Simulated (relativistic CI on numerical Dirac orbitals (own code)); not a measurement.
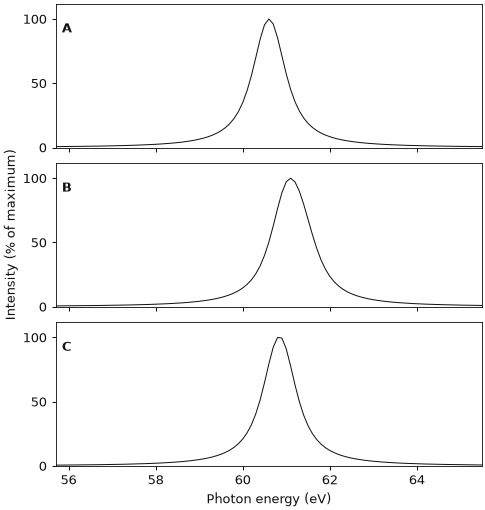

M₂,₃ X-ray absorption of Cr⁶⁺ (chromium, Z = 24), [Ar], in 3 environments. Multiplet model: relativistic Dirac–Coulomb–Breit theory, one configuration a step, Slater integrals scaled by 0.8, 10 K, Voigt broadening (Lorentzian 0.8 eV, Gaussian 0.3 eV full widths), computed with a radial Dirac CI code.

(1) no crystal field (free ion)
(2) a field of Oh symmetry with 10Dq = 28,500 cm⁻¹
(3) a field of D4h symmetry with 10Dq = 39,000, Ds = −950, Dt = −470 cm⁻¹

Q: Match the spectra to the environments.

A: A is (1), maxima at 60.6 eV (100); B is (3), maxima at 61.1 eV (100); C is (2), maxima at 60.8 eV (100) (heights in % of each maximum). The ground-state spin is S = 0.00 in all.

Caveat: free-ion energies, so absolute edge positions are off by a few eV from solids; core and valence shell share one n, so the strongest features autoionise and are far broader and can lie several eV off in experiment.
